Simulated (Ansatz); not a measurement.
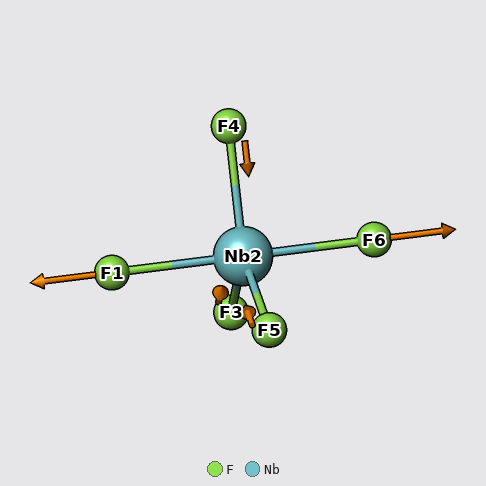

The arrows show one normal mode. Charge 0, singlet. Harmonic vibrations computed with RKS PBE0-D4/def2-TZVP, core potentials on Nb (Ansatz 0.2.0) at a stationary point of the same level.

### What kind of motion is it?

Mostly out-of-phase stretching of 5 Nb–F bonds.

### Estimate its harmonic wavenumber.

638 cm⁻¹; it is mode 8 of 12 counted from the lowest.
